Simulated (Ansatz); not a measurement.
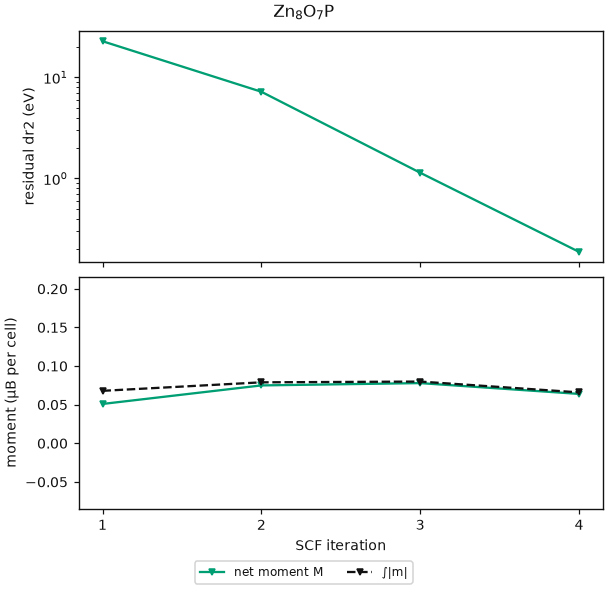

The plot shows the SCF iterations of a calculation: density residual dr2, magnetic moments. dr2 is the charge part; the magnetisation has a residual of its own.

Zn₈O₇P (defect cell, 16 atoms in the cell), run with Ansatz.

```
crystal:
  lattice:
    - [6.459848, 0.000000, 0.000000]
    - [0.000000, 5.594393, 0.000000]
    - [0.000000, 0.000000, 5.214519]
  atoms:
    - { symbol: Zn, position: [0.283848, 0.181997, 0.485385], spin: 0.2 }
    - { symbol: Zn, position: [0.969561, 0.636786, 0.515017] }
    - { symbol: Zn, position: [0.753172, 0.199640, 0.497064], spin: 0.2 }
    - { symbol: Zn, position: [0.498304, 0.675679, 0.502200], spin: 0.2 }
    - { symbol: Zn, position: [0.987038, 0.322953, 0.999103] }
    - { symbol: Zn, position: [0.500882, 0.359876, 0.005959], spin: 0.2 }
    - { symbol: Zn, position: [0.259181, 0.840314, 0.995900] }
    - { symbol: Zn, position: [0.751765, 0.834974, 0.996692] }
    - { symbol: O, position: [0.991038, 0.323341, 0.390672] }
    - { symbol: O, position: [0.260294, 0.799529, 0.407465] }
    - { symbol: O, position: [0.713991, 0.827123, 0.369885] }
    - { symbol: O, position: [0.245676, 0.150311, 0.894373] }
    - { symbol: O, position: [0.010063, 0.687083, 0.852151] }
    - { symbol: O, position: [0.736920, 0.164336, 0.893976] }
    - { symbol: O, position: [0.510735, 0.668679, 0.884111] }
    - { symbol: P, position: [0.515073, 0.335413, 0.391009], spin: 0.2 }
kpoints:
  mp_grid: { grid: [2, 2, 2], shift: [0.5, 0.5, 0.5] }
hamiltonian:
  xc: pbesol
magnetization:
  spin_polarized: true
scf:
  occupations: { method: methfessel_paxton, width: 1 }
  max_iter: 4
output:
  forces: true
  eigenvalues: true
  stress: true
```

Command:
```bash
ansatz run in.yaml --threads 7 --pin off --max-ram 13300MiB --runs-dir r --events-out ev --progress --plain
```

### Did the calculation converge?

The run gave up at step 4 without converging. The residual is still falling at the last step (down to 0.19). From the first spectrum the program read the system as an insulator and chose the Resta preconditioner.

### What is the residual at the start and at the end?

It starts near 23 and ends near 0.19 eV.

### How do the moments develop?

The net moment goes from 0.05 to 0.06 μB per cell, though in an unconverged run this needn't be final.
